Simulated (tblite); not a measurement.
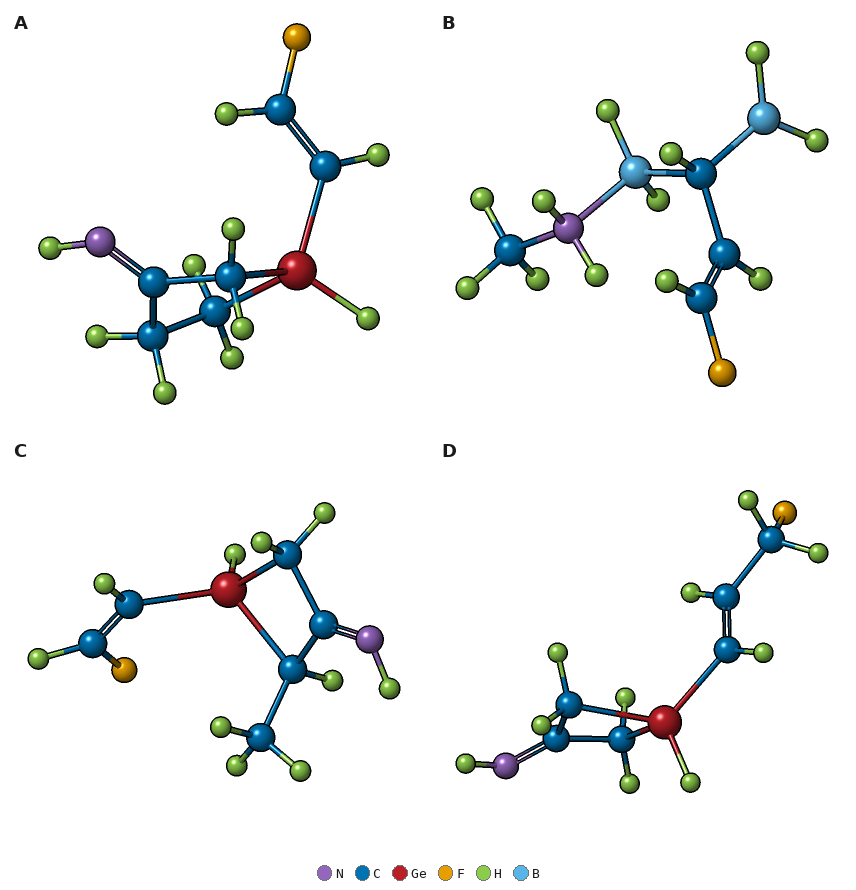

The picture comes from a calculation with tblite.

**Which panel belongs to which SMILES?**
(1) [H]/N=C1/[CH2][Ge@H](/[CH]=C\F)[C@@H]1C
(2) N=C1[CH2][GeH](/[CH]=C/CF)[CH2]1
(3) [H]/N=C1\C[CH2][Ge@@H](/[CH]=C/F)[CH2]1
(4) B[C@@H]([BH2-][NH2+]C)/C=C/F

A is (3), B is (4), C is (1), D is (2).
